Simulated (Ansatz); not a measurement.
**Na2VN2, from a guessed structure to a relaxed one**

This structure for Na2VN2 is made up. Its elements were placed in a known structure type with a cell scaled to their sizes. What cell does the guess relax to, and how far off was it?

Calculated with Ansatz 0.2.0; DFT, PBE, plane-wave PAW, files of the set soft_1, scalar-relativistic, ferromagnetic start, cell and ions relaxed at zero pressure; PAW set soft_1, in the first sound run; inputs show where later runs differ.

### Step 1. The starting structure

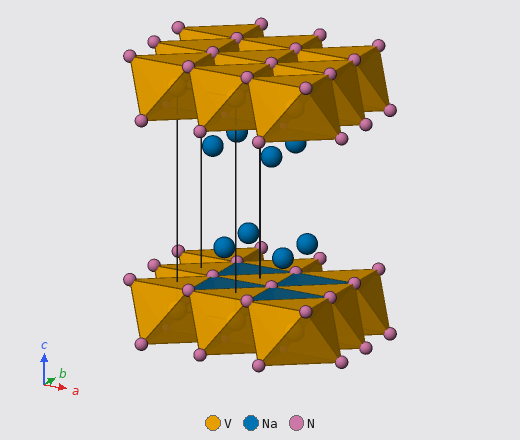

Start, viewed slightly off an axis; vanadium orange, sodium blue, nitrogen pink. 2×2×1 cells are drawn. Some periodic images of atoms are drawn too.

Structure file:

```cif
data_structure
_symmetry_space_group_name_H-M 'P 1'
_symmetry_Int_Tables_number 1
_cell_length_a 3.3090
_cell_length_b 3.3090
_cell_length_c 8.8070
_cell_angle_alpha 90.000
_cell_angle_beta 90.000
_cell_angle_gamma 120.000
_cell_volume 83.51
loop_
_atom_site_label
_atom_site_type_symbol
_atom_site_fract_x
_atom_site_fract_y
_atom_site_fract_z
_atom_site_occupancy
V1 V 0.00000 0.00000 0.00000 1
Na2 Na 0.33333 0.66667 0.70820 1
Na3 Na 0.66667 0.33333 0.29180 1
N4 N 0.33333 0.66667 0.12590 1
N5 N 0.66667 0.33333 0.87410 1
```

### Step 2. Relaxing cell and atoms

The guessed cell has no reason to be at equilibrium. It is relaxed with the atoms, within the space group of the guess.

The input, input.yaml:

```yaml
crystal:
  lattice:
    - [3.309, 0.0, 0.0]
    - [-1.6545, 2.865678061, 0.0]
    - [0.0, 0.0, 8.807]
  atoms:
    - { symbol: V, position: [0.0, 0.0, 0.0], spin: 2.0 }
    - { symbol: Na, position: [0.333333333, 0.666666667, 0.7082] }
    - { symbol: Na, position: [0.666666667, 0.333333333, 0.2918] }
    - { symbol: "N", position: [0.333333333, 0.666666667, 0.1259] }
    - { symbol: "N", position: [0.666666667, 0.333333333, 0.8741] }
magnetization:
  spin_polarized: true
kpoints:
  mp_grid: { grid: [9, 9, 3] }
scf:
  occupations: { method: fermi_dirac, width: 0.05 }
hamiltonian:
  xc: pbe
  pseudopotentials: { kind: paw, azcp: { folder: soft_1 } }
relax:
  f_tol: 0.015
  max_steps: 70
  cell: {}
output:
  forces: true
  stress: true
```

Launch:

```bash
$ ansatz run input.yaml --threads 4 --pin off --max-ram 8192MiB --backend cpu --events-out ev --progress --plain --runs-dir out
```

Numbers of over 12 decimals in the logs are rounded to 6 here.

The log of the run:

```text
Engine: ansatz 0.2.0, aarch64-unknown-linux-gnu
Pseudopotentials: kind: paw
Pseudopotential: V, paw, valence charge 13, recommended cutoff 420 eV (normal), soft_1/V.paw.azcp
Pseudopotential: Na, paw, valence charge 9, recommended cutoff 420 eV (normal), soft_1/Na.paw.azcp
Pseudopotential: N, paw, valence charge 5, recommended cutoff 420 eV (normal), soft_1/N.paw.azcp
Functional definition: PBE
  parameter kappa = 0.804
  parameter beta = 0.066725
  exchange = pbe_x(kappa = kappa, mu = beta*pi^2/3)
  correlation = pbe_c(beta = beta)
Crystal: 5 atoms, lattice volume = 83.513 Å³
Basis set: ecut = 420 eV, 1685 PW (Γ), exchange–correlation on 48×48×120 points (8 copies of the dense FFT grid, shifted against one another)
Bands: 27, of which v1, the nominal top of the filled ones, is band 21 counted from 1 (20 counted from 0)
Symmetry: 12 space group operations
Space group: P-3m1 (ITA 164), of the structure as read, at distance tolerance 4.4e-5 Å
Magnetic group: BNS 164.85 (UNI 1315), of the structure as read, at distance tolerance 4.4e-5 Å
k-points: 31 of 243
Non-local potential: V, projectors of the file, l = 0: 3, l = 1: 2, l = 2: 3, l = 3: 1
Non-local potential: Na, projectors of the file, l = 0: 3, l = 1: 2, l = 2: 1
Non-local potential: N, projectors of the file, l = 0: 2, l = 1: 2, l = 2: 1
PAW form: soft (Blöchl's): semilocal exchange-correlation on the pseudo side does not see the compensation charge
PAW one-centre angular grid: V, 590 points (default); XC on 64 Gauss nodes
PAW one-centre angular grid: Na, 110 points (default); XC on 64 Gauss nodes
PAW one-centre angular grid: N, 110 points (default); XC on 64 Gauss nodes
Initial density: superposition of atomic densities (chi_scale 0.1, normalization cell, long waves 99 % of neutral atoms (reshape's long-wave potential 1.99 eV rms, cloud 2.37 Å wide))
Starting moments: Σ|m| = 2 μB on 1 of 5 sites
Initial wavefunctions: pseudopotential atomic-orbital guess
Functional: x = pbe(κ = 0.804, μ = 0.219515), c = pbe(β = 0.066725)
SCF iter   1: F=—  HF=-6655.467257 eV  |F-HF|=—  |Δ(HF+E_count)|=         —  Δρ=5.40e-2 (↑5.40e-2 ↓3.73e-2)  dr2=6.72e0  dr2_m=4.92e-1  M=0.842 μB ∫|m|=1.593 μB  β_m=0.30  ethr=3.10e-3  ⟨swp⟩=4.9  Hψ=6011  notcnv=0
Mixer restart at iter 1: flushing history
preconditioner: auto → Kerker (q_TF=auto, 2.423 Å⁻¹)  [metal: Δε(μ)=0.008 eV  Ē_g=7.825 eV  σ=0.050 eV  W_gap=0.04  n_scr=24 (ndim 8)  ℏωp=16.8 eV  f_vac=0.000  D(μ)=3.54/eV (n_scr^D=36)]
spin=Collinear: Kerker preconditioning applied to the charge; magnetization (m = ρ↑ − ρ↓) channel mixes plain (no charge-response kernel on spin).
SCF iter   2: F=—  HF=-6654.356454 eV  |F-HF|=—  |Δ(HF+E_count)|=    1.11e0  Δρ=2.99e-2 (↑2.99e-2 ↓2.40e-2)  dr2=2.28e0  dr2_m=1.98e-1  M=0.837 μB ∫|m|=1.644 μB  β_m=0.44  ethr=3.10e-3  ⟨swp⟩=2.9  Hψ=3593  notcnv=0  defer=54
SCF iter   3: F=—  HF=-6653.927652 eV  |F-HF|=—  |Δ(HF+E_count)|=   4.29e-1  Δρ=1.29e-2 (↑1.11e-2 ↓1.29e-2)  dr2=7.51e-1  dr2_m=3.38e-2  M=0.796 μB ∫|m|=1.626 μB  β_m=0.72  ethr=3.10e-3  ⟨swp⟩=2.0  Hψ=3052  notcnv=0  defer=54
SCF iter   4: F=—  HF=-6653.935296 eV  |F-HF|=—  |Δ(HF+E_count)|=   7.64e-3  Δρ=4.15e-3 (↑4.05e-3 ↓4.15e-3)  dr2=1.90e-1  dr2_m=5.93e-3  M=0.689 μB ∫|m|=1.514 μB  β_m=0.86  ethr=1.83e-3  ⟨swp⟩=2.9  Hψ=3009  notcnv=0  defer=34
SCF iter   5: F=—  HF=-6653.913942 eV  |F-HF|=—  |Δ(HF+E_count)|=         —  Δρ=7.06e-3 (↑7.06e-3 ↓3.42e-3)  dr2=2.68e-2  dr2_m=1.83e-2  M=0.584 μB ∫|m|=1.264 μB  β_m=0.86  ethr=4.64e-4  ⟨swp⟩=2.1  Hψ=2502  notcnv=0  defer=34
Mixer restart at iter 5: flushing history
SCF iter   6: F=—  HF=-6653.923694 eV  |F-HF|=—  |Δ(HF+E_count)|=   9.75e-3  Δρ=3.19e-3 (↑3.19e-3 ↓2.10e-3)  dr2=6.50e-3  dr2_m=4.64e-3  M=0.576 μB ∫|m|=1.181 μB  β_m=0.93  ethr=6.53e-5  ⟨swp⟩=2.1  Hψ=2625  notcnv=0  defer=31
SCF iter   7: F=—  HF=-6653.923267 eV  |F-HF|=—  |Δ(HF+E_count)|=   4.27e-4  Δρ=9.55e-4 (↑9.55e-4 ↓7.29e-4)  dr2=1.55e-3  dr2_m=1.26e-4  M=0.592 μB ∫|m|=1.139 μB  β_m=0.90  ethr=1.58e-5  ⟨swp⟩=2.2  Hψ=3293  notcnv=0  defer=19
SCF iter   8: F=—  HF=-6653.924010 eV  |F-HF|=—  |Δ(HF+E_count)|=   7.43e-4  Δρ=4.81e-4 (↑4.81e-4 ↓4.46e-4)  dr2=2.60e-4  dr2_m=1.41e-4  M=0.595 μB ∫|m|=1.127 μB  β_m=0.95  ethr=3.78e-6  ⟨swp⟩=2.0  Hψ=3130  notcnv=0  defer=18
SCF iter   9: F=—  HF=-6653.924071 eV  |F-HF|=—  |Δ(HF+E_count)|=   6.06e-5  Δρ=3.79e-4 (↑3.79e-4 ↓2.25e-4)  dr2=5.77e-4  dr2_m=2.46e-5  M=0.609 μB ∫|m|=1.126 μB  β_m=0.97  ethr=6.33e-7  ⟨swp⟩=2.0  Hψ=2850  notcnv=0  defer=18
SCF iter  10: F=—  HF=-6653.924076 eV  |F-HF|=—  |Δ(HF+E_count)|=   4.79e-6  Δρ=2.03e-4 (↑2.03e-4 ↓1.49e-4)  dr2=7.99e-5  dr2_m=9.48e-6  M=0.611 μB ∫|m|=1.118 μB  β_m=0.85  ethr=6.33e-7  ⟨swp⟩=2.1  Hψ=2473  notcnv=0  defer=18
SCF iter  11: F=—  HF=-6653.924130 eV  |F-HF|=—  |Δ(HF+E_count)|=   5.43e-5  Δρ=6.97e-5 (↑6.97e-5 ↓5.82e-5)  dr2=2.33e-5  dr2_m=1.77e-6  M=0.614 μB ∫|m|=1.114 μB  β_m=0.93  ethr=1.95e-7  ⟨swp⟩=2.0  Hψ=2543  notcnv=0  defer=18
SCF iter  12: F=—  HF=-6653.924139 eV  |F-HF|=—  |Δ(HF+E_count)|=   9.23e-6  Δρ=3.15e-5 (↑3.00e-5 ↓3.15e-5)  dr2=2.65e-6  dr2_m=4.15e-7  M=0.618 μB ∫|m|=1.112 μB  β_m=0.94  ethr=5.68e-8  ⟨swp⟩=1.9  Hψ=2030  notcnv=0  defer=18
SCF iter  13: F=—  HF=-6653.924143 eV  |F-HF|=—  |Δ(HF+E_count)|=   3.12e-6  Δρ=1.28e-5 (↑1.28e-5 ↓1.01e-5)  dr2=2.27e-7  dr2_m=6.49e-8  M=0.620 μB ∫|m|=1.112 μB  β_m=0.97  ethr=6.46e-9  ⟨swp⟩=2.6  Hψ=2608  notcnv=0  defer=18
SCF iter  14: F=—  HF=-6653.924143 eV  |F-HF|=—  |Δ(HF+E_count)|=   4.27e-7  Δρ=9.76e-6 (↑9.76e-6 ↓4.97e-6)  dr2=1.11e-7  dr2_m=3.52e-8  M=0.621 μB ∫|m|=1.111 μB  β_m=0.98  ethr=5.54e-10  ⟨swp⟩=2.1  Hψ=2819  notcnv=0  defer=18
SCF iter  15: F=—  HF=-6653.924143 eV  |F-HF|=—  |Δ(HF+E_count)|=   1.01e-7  Δρ=9.72e-6 (↑9.72e-6 ↓1.11e-6)  dr2=1.49e-7  dr2_m=1.81e-8  M=0.621 μB ∫|m|=1.111 μB  β_m=0.92  ethr=2.72e-10  ⟨swp⟩=2.0  Hψ=2152  notcnv=0  defer=18
SCF iter  16: F=—  HF=-6653.924143 eV  |F-HF|=—  |Δ(HF+E_count)|=   3.84e-9  Δρ=1.39e-6 (↑1.39e-6 ↓4.04e-7)  dr2=3.99e-9  dr2_m=3.90e-10  M=0.622 μB ∫|m|=1.111 μB  β_m=0.96  ethr=2.72e-10  ⟨swp⟩=2.1  Hψ=2159  notcnv=0  defer=18
SCF iter  17: F=-6653.924143 eV  HF=-6653.924143 eV  |F-HF|=2.91e-9  |Δ(HF+E_count)|=  6.88e-10  Δρ=1.11e-6 (↑1.11e-6 ↓3.24e-7)  dr2=3.19e-9  dr2_m=1.26e-10  M=0.622 μB ∫|m|=1.111 μB  ethr=9.72e-12  ⟨swp⟩=1.0  Hψ=3909  notcnv=0
SCF 1 converged in 17 iterations: F = -6653.924143 eV  dr2 = 3.19e-9
  greatest PAW one-centre occupation: 1.000 electrons in one spin orbital (limit 2), on the V atom at site 0 (counted from 0), in its partial waves of l = 0
[...]
relax step   4: F+E_penalty+E_count = -6655.11813480 eV  Δ(F+E_penalty+E_count) = +3.756e-3 eV  max|allowed force component| = 2.624e-1 eV/Å  Δτ_max = 0.1347 Å  P = +0.654 GPa  Ω = 65.634 Å³  energy of the carried Pulay correction = +1.825e-2 eV  (13 SCF iters, dr2 threshold 5.00e-7 eV, rejected (line search))
[...]
relax step   5: F+E_penalty+E_count = -6655.13869053 eV  Δ(F+E_penalty+E_count) = -1.680e-2 eV  max|allowed force component| = 6.498e-2 eV/Å  Δτ_max = 0.0447 Å  P = -0.118 GPa  Ω = 68.012 Å³  energy of the carried Pulay correction = +1.557e-2 eV  (16 SCF iters, accepted)
[...]
relax step   6: F+E_penalty+E_count = -6655.13941053 eV  Δ(F+E_penalty+E_count) = -7.200e-4 eV  max|allowed force component| = 1.168e-2 eV/Å  Δτ_max = 0.0126 Å  P = -0.008 GPa  Ω = 67.750 Å³  energy of the carried Pulay correction = +1.586e-2 eV  (11 SCF iters, dr2 threshold 3.09e-7 eV, accepted)
[...]
relax step   7: F+E_penalty+E_count = -6655.13939596 eV  Δ(F+E_penalty+E_count) = +1.457e-5 eV  max|allowed force component| = 2.106e-3 eV/Å  Δτ_max = 0.0023 Å  P = +0.001 GPa  Ω = 67.828 Å³  energy of the carried Pulay correction = +1.577e-2 eV  (9 SCF iters, dr2 threshold 3.95e-8 eV, accepted)
[...]
relax step   8: F+E_penalty+E_count = -6655.13135135 eV  Δ(F+E_penalty+E_count) = +8.045e-3 eV  max|allowed force component| = 4.974e-3 eV/Å  Δτ_max = 0.0000 Å  P = -0.097 GPa  Ω = 67.828 Å³  stress off target by 1.13e-1 GPa  SCF on the basis re-selected at this cell (its energy is not comparable with the rows above)  (11 SCF iters)
[...]
relax step   9: F+E_penalty+E_count = -6655.13152787 eV  Δ(F+E_penalty+E_count) = -1.765e-4 eV  max|allowed force component| = 5.366e-4 eV/Å  Δτ_max = 0.0016 Å  P = -0.008 GPa  Ω = 67.730 Å³  energy of the carried Pulay correction = +1.432e-4 eV  (10 SCF iters, dr2 threshold 3.19e-8 eV, accepted)
iter 1 solved again at ethr=8.37e-8 eV; its pass at ethr=3.10e-3 eV (dr2=3.43e-5 eV) is discarded
SCF iter   1: F=—  HF=-6655.131383 eV  |F-HF|=—  |Δ(HF+E_count)|=         —  Δρ=3.25e-6 (↑3.25e-6 ↓3.21e-6)  dr2=1.64e-8  dr2_m=3.42e-12  M=0.000 μB ∫|m|=0.000 μB  β_m=0.65  ethr=8.37e-8  ⟨swp⟩=4.1  Hψ=10817  notcnv=0
preconditioner: auto → none  [metal: Δε(μ)=0.042 eV  Ē_g=15.794 eV  σ=0.050 eV  W_gap=0.20  n_scr=6 (ndim 8)  ℏωp=24.3 eV  f_vac=0.002  D(μ)=1.40/eV (n_scr^D=4)]
SCF iter   2: F=—  HF=-6655.131381 eV  |F-HF|=—  |Δ(HF+E_count)|=   2.04e-6  Δρ=1.74e-6 (↑1.71e-6 ↓1.74e-6)  dr2=3.81e-8  dr2_m=8.35e-13  M=-0.000 μB ∫|m|=0.000 μB  β_m=0.30  ethr=3.99e-11  ⟨swp⟩=2.2  Hψ=3010  notcnv=0
SCF iter   3: F=—  HF=-6655.131381 eV  |F-HF|=—  |Δ(HF+E_count)|=   1.77e-9  Δρ=1.37e-6 (↑1.37e-6 ↓1.34e-6)  dr2=3.21e-9  dr2_m=1.18e-12  M=-0.000 μB ∫|m|=0.000 μB  β_m=0.28  ethr=3.99e-11  ⟨swp⟩=2.0  Hψ=2098  notcnv=0
SCF iter   4: F=—  HF=-6655.131381 eV  |F-HF|=—  |Δ(HF+E_count)|=   1.50e-9  Δρ=7.91e-7 (↑7.91e-7 ↓7.86e-7)  dr2=3.27e-10  dr2_m=6.13e-13  M=-0.000 μB ∫|m|=0.000 μB  β_m=0.44  ethr=7.84e-12  ⟨swp⟩=1.9  Hψ=1752  notcnv=0
SCF iter   5: F=—  HF=-6655.131381 eV  |F-HF|=—  |Δ(HF+E_count)|=   2.77e-9  Δρ=3.07e-7 (↑3.07e-7 ↓2.99e-7)  dr2=1.97e-10  dr2_m=1.63e-13  M=-0.000 μB ∫|m|=0.000 μB  β_m=0.60  ethr=1.00e-12  ⟨swp⟩=2.0  Hψ=3000  notcnv=0
SCF iter   6: F=—  HF=-6655.131381 eV  |F-HF|=—  |Δ(HF+E_count)|=   1.14e-9  Δρ=1.32e-7 (↑1.32e-7 ↓1.19e-7)  dr2=5.94e-11  dr2_m=4.52e-14  M=-0.000 μB ∫|m|=0.000 μB  β_m=0.69  ethr=1.00e-12  ⟨swp⟩=2.1  Hψ=2917  notcnv=0
SCF iter   7: F=—  HF=-6655.131381 eV  |F-HF|=—  |Δ(HF+E_count)|=  2.50e-10  Δρ=4.18e-8 (↑4.18e-8 ↓3.22e-8)  dr2=4.40e-12  dr2_m=1.82e-14  M=-0.000 μB ∫|m|=0.000 μB  β_m=0.72  ethr=1.00e-12  ⟨swp⟩=2.0  Hψ=2143  notcnv=0
SCF iter   8: F=-6655.131381 eV  HF=-6655.131381 eV  |F-HF|=2.64e-11  |Δ(HF+E_count)|=  1.55e-11  Δρ=8.30e-8 (↑8.30e-8 ↓7.94e-8)  dr2=2.82e-11  dr2_m=2.09e-15  M=-0.000 μB ∫|m|=0.000 μB  ethr=1.00e-12  ⟨swp⟩=2.0  Hψ=4884  notcnv=0
the starting moments were not kept: the SCF closed with an absolute magnetisation of 2.5e-7 μB, where they sum to 2 μB in size (1 site). That is at most 0.1 of that sum. Measured as dr2_m measures the in/out step, that magnetisation stands 2.7e-14 eV from none, at or under the dr2_threshold of 5.0e-11 eV: it is no larger than a step whose dr2_m would equal this threshold.
SCF 10 converged in 8 iterations: F = -6655.131381 eV  dr2 = 2.82e-11
relax step  10: F+E_penalty+E_count = -6655.13138141 eV  Δ(F+E_penalty+E_count) = +1.465e-4 eV  max|allowed force component| = 4.696e-4 eV/Å  Δτ_max = 0.0000 Å  P = -0.011 GPa  Ω = 67.730 Å³  stress off target by 1.08e-2 GPa  SCF on the basis re-selected at this cell (its energy is not comparable with the rows above)  (8 SCF iters)
basis re-selected at this cell: Δ(F+E_penalty+E_count) = +1.465e-4 eV, ΔP = -0.002 GPa vs the last step (what re-selecting the basis moved, of the pressure what is left beyond the Pulay correction that the steps carried, after the strain that the cell walked since its last selection, with what the two solves' SCF thresholds leave and, on support functions, any second-order correction that the steps lacked; it is no m [...]
SCF converged after 8 iterations
Magnetization: -0.0000 μB (20.5000 up, 20.5000 down)
Absolute magnetization: 0.0000 μB (∫|ρ↑−ρ↓|, with the PAW one-centre terms)
Spin contamination: 0.0000 ħ² per cell (⟨S²⟩ above its minimum at these occupations)
Per-site moments (μB) at R_I (Å): [(-1.3448602883221932e-7, 0.833345), (-2.7150887566252476e-10, 0.980643), (-2.715088145378321e-10, 0.980643), (3.4185033798452906e-8, 0.833345), (3.418503383360857e-8, 0.833345)]
Free energy (F): -6655.131381 eV
Harris-Foulkes:  -6655.131381 eV  (|F-HF|=2.64e-11)
Internal energy: -6655.120333 eV  (E = F + TS)
E sigma→0 (E₀):  -6655.125857 eV
Entropy (-TS):   -0.011049 eV (-2.210 meV/atom)
Fermi energy:    7.873277 eV
--- Per-component energies (eV) ---
  E_band       = -637.996721
  E_kinetic    = 776.422871
  E_local      = -5962.511405  (includes V_loc(G=0)·N_el)
  E_nonlocal   = 704.010155
  E_hartree    = 2340.329065
  E_xc         = -308.659078
  E_vxc        = -392.283716  (∫ρ·V_xc dr)
  E_paw        = -1964.278342  (= ΣΔE_a)
  E_vpaw       = -444.295320  (= ΣTr[D̂ρ^β])
  E_aug_tail   = 0.002847  (compensation charges beyond the density's cutoff)
  E_ewald      = -2240.436446
  E_smearing   = -0.011049  (= −TS)
  E_closure    = 0.000000  (closes the sum)
  Σ components = -6655.131381   (vs F -6655.131381, Δ=0.00e0)
--- Forces (eV/Å), atoms counted from 1 ---
  atom   1  V      0.00000000     0.00000000     0.00000000
  atom   2  Na     0.00000000    -0.00000000     0.00010871
  atom   3  Na     0.00000000     0.00000000    -0.00010871
  atom   4  N      0.00000000    -0.00000000    -0.00046964
  atom   5  N      0.00000000     0.00000000     0.00046964
  max |Σ_I F_I| component: 1.63e-19 eV/Å
--- Stress (GPa, compression-positive) ---
       -0.010513       0.000000       0.000000
        0.000000      -0.010513       0.000000
        0.000000       0.000000      -0.010773
  P = ⅓ Tr σ = -0.0106 GPa (-0.106 kbar)
--- Relaxed structure (8 steps of the walk, 7 accepted, 2 SCFs on fresh bases) ---
  F+E_penalty+E_count = -6655.13138141 eV   max|allowed force component| = 4.696e-4 eV/Å   (the final SCF, on the basis selected at the relaxed cell)
  cell:  # Å, volume = 67.7295 Å³
    - [2.971118, 0.0, 0.0]
    - [-1.485559, 2.573064, 0]
    - [0.0, 0, 8.859462]
  atoms:
    - { symbol: V, position: [0, 0, 0.0] }
    - { symbol: Na, position: [0.333333, 0.666667, 0.693763] }
    - { symbol: Na, position: [0.666667, 0.333333, 0.306237] }
    - { symbol: N, position: [0.333333, 0.666667, 0.120454] }
    - { symbol: N, position: [0.666667, 0.333333, 0.879546] }
```

Elapsed: 27 s, on 4 threads of Arm Neoverse V1, shared host; peak memory 0.46 GiB.

The steps of the relaxation:

```
step  energy less that of the first step (eV)  largest force component (eV/Å)  pressure (GPa)  volume (Å³)
   1                                   0.0000                          1.4690          -14.09        83.51
   2                                  -0.8642                          0.6400           -7.57        75.48
   3                                  -1.1977                          0.3243            0.84        68.65
   4                                  -1.1940                          0.2624            0.65        65.63
   5                                  -1.2145                          0.0650           -0.12        68.01
   6                                  -1.2153                          0.0117           -0.01        67.75
   7                                  -1.2153                          0.0021            0.00        67.83
  8*                                  -1.2072                          0.0050           -0.10        67.83
   9                                  -1.2074                          0.0005           -0.01        67.73
 10*                                  -1.2072                          0.0005           -0.01        67.73
```

Relaxation steps marked * repeat the geometry before them on a plane-wave basis chosen anew for their cell, so energy and pressure can jump there. Relaxation step 4 was tried and not accepted.

Forces are held to the 12 operations that the run works with; a distortion that breaks them can't arise in this run.

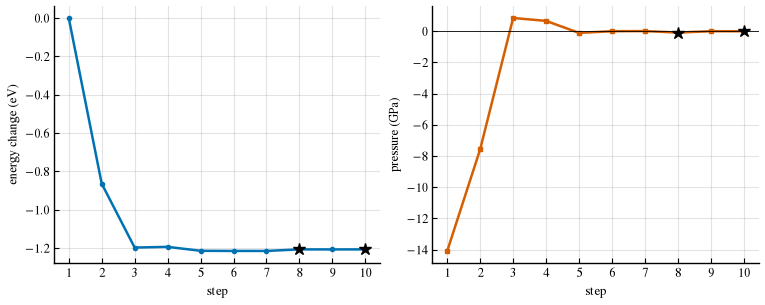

Energy and pressure along the relaxation. Stars mark steps on a basis chosen anew.

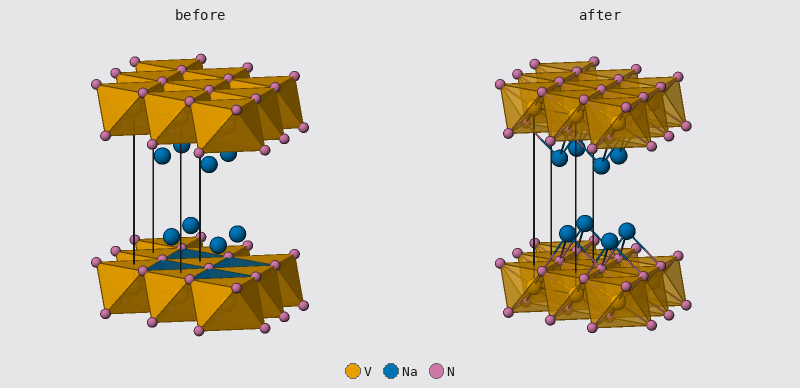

Before and after, at one scale.

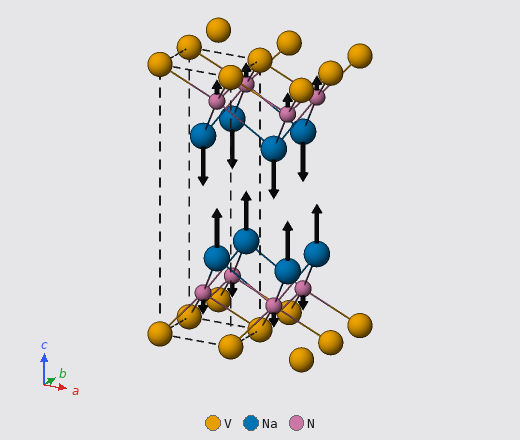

Displacements in the relaxation, exaggerated, measured against the changing cell; the longest in the cell stands for 0.13 Å. Bonds to atoms that aren't drawn are left out. 2×2×1 cells are drawn. Some periodic images of atoms are drawn too.

```
conventional cell, symmetrised  before  after   change
                         a (Å)   3.309  2.971  -10.2 %
                         b (Å)   3.309  2.971  -10.2 %
                         c (Å)   8.807  8.859   +0.6 %
              volume (Å³/atom)   16.70  13.55  -18.9 %
```

The atoms that moved most (Å, as changes of fractional coordinates times the final cell):

```
atom     dx     dy      dz  length
 Na3  0.000  0.000   0.128   0.128
 Na2  0.000  0.000  -0.128   0.128
  N4  0.000  0.000  -0.048   0.048
  N5  0.000  0.000   0.048   0.048
```

Final coordinates:

```xyz
5
Lattice="2.9711 0.0000 0.0000 -1.4856 2.5731 0.0000 0.0000 0.0000 8.8595" Properties=species:S:1:pos:R:3 pbc="T T T"
V     0.0000    0.0000    0.0000
Na    0.0000    1.7154    6.1464
Na    1.4856    0.8577    2.7131
N     0.0000    1.7154    1.0672
N     1.4856    0.8577    7.7923
```

This step gave:

```yaml
free_energy: -6655.1314 eV
energy_at_zero_smearing: -6655.1259 eV
smearing_term_ts: 0.01105 eV
fermi_energy: 7.873 eV
electrons: 41
symmetry_operations: 12
pressure: -0.01060 GPa
```

The shortest distance of each pair, which need not be the same contact before and after:

```
 pair  guess (Å)  relaxed (Å)
  N–V      2.209        2.020
 N–Na      2.405        2.377
  N–N      2.927        2.738
  V–V      3.309        2.971
Na–Na      3.309        2.971
```

The relaxation ends with a largest force component of 4.7e-4 eV/Å and a pressure of -0.01 GPa. The starting moments have collapsed: the run ends non-magnetic.

(Continued in part 2 of 2.)

[Logs are printed without paths, hosts, clocks, repeated set-up lines and the standing remarks that a program may print on its own settings, such as how far it seeks lower states.]

[Hosts, paths, dates, database ids (printed as entryN), source tags and the programs' standing remarks are cut or masked in the printed files.]
